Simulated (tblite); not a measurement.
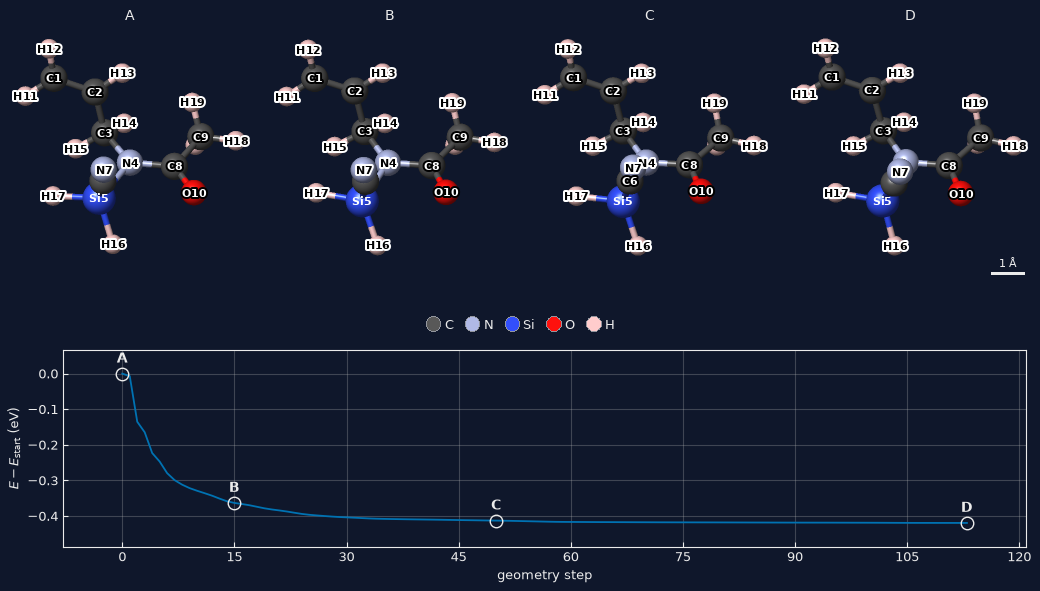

Frames of a relaxation of C₆H₁₀N₂OSi, marked on the history of the run. The picture is a ball-and-stick view, seen from a free direction.

Level of theory: tblite 0.8.0, GFN2-xTB geometry optimisation, gas phase. 

Question: What happens along the run?

Answer: After 113 geometry steps the energy has fallen by 0.419 eV. The largest move after the best rigid fit is that of an N atom, 0.52 Å. By element the largest moves are N 0.52 Å, O 0.42 Å, C 0.36 Å, H 0.28 Å, Si 0.14 Å. Among the contacts that change: O–Si 2.916 → 2.400 Å, H–Si 1.489 → 1.451 Å, C–C 1.355 → 1.319 Å, C–N 1.368 → 1.336 Å. Among the angles between lasting bonds that change: C–N–Si 116.3° → 128.0°, Si–N–C 116.0° → 105.5°, N–C–O 124.2° → 114.8°. From step 0 to 15: the O atom moves most (0.25 Å), energy −0.363 eV. From step 15 to 50: an N atom moves most (0.30 Å), energy −0.050 eV. From step 50 to 113: an N atom moves most (0.26 Å), energy −0.007 eV.

```
step  E − E(0), eV
   0        0.0000
   1       -0.0072
   2       -0.1351
   3       -0.1648
   4       -0.2230
   5       -0.2469
   6       -0.2794
   7       -0.2991
   8       -0.3117
   9       -0.3215
  10       -0.3289
  15       -0.3631
  21       -0.3841
  26       -0.3981
  32       -0.4056
  37       -0.4086
  43       -0.4105
  48       -0.4121
  53       -0.4139
  59       -0.4164
  64       -0.4169
  70       -0.4173
  75       -0.4176
  80       -0.4178
  86       -0.4181
  91       -0.4184
  97       -0.4185
 102       -0.4188
 108       -0.4192
 113       -0.4193
```
